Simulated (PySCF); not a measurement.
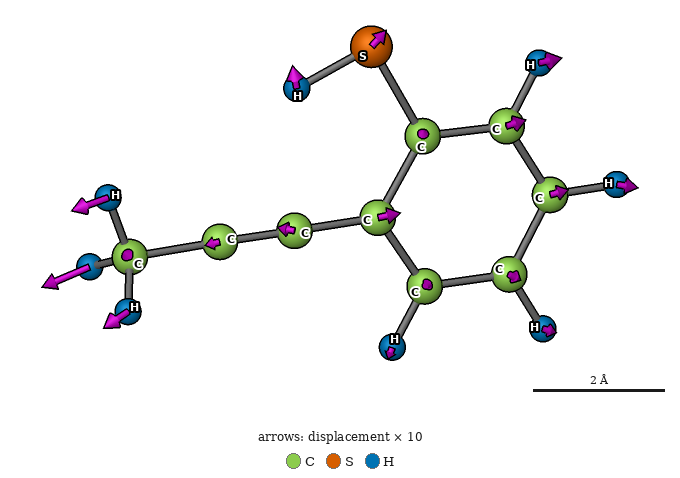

This is a relaxation of C9H8S. The starting structure is drawn; purple arrows show the displacements, magnified 10 times. The two geometries are superimposed by the best rigid fit.

Style: ball-and-stick. Shown at a tilt.

The start comes from GFN2-xTB. Its atoms were then displaced at random by about 0.01 Å.

The calculation used PBE0-D3(BJ)/def2-SVP geometry optimisation, gas phase in PySCF 2.14.0, density-fitted response routines. 

Question: Which element moves most?

Answer: Hydrogen: up to 0.082 Å, against 0.038 Å for carbon.

Question: What did the optimiser do to the structure, and how much energy did it gain?

Answer: The largest move after the best rigid fit is that of an H atom, 0.082 Å. By element the largest moves are H 0.082 Å, C 0.038 Å, S 0.036 Å. Among the contacts that change: C–H 1.037 → 1.102 Å, C–C 1.368 → 1.427 Å, C–C 1.362 → 1.400 Å, C–H 1.061 → 1.092 Å. Among the angles between lasting bonds that change: H–C–H 111.8° → 107.8°, C–C–H 107.5° → 111.2°, C–C–S 120.4° → 122.9°. The energy falls by 6.05 kcal/mol in 6 geometry steps. The run took 3.3 min on 1 thread of Arm Neoverse N1 (shared host).
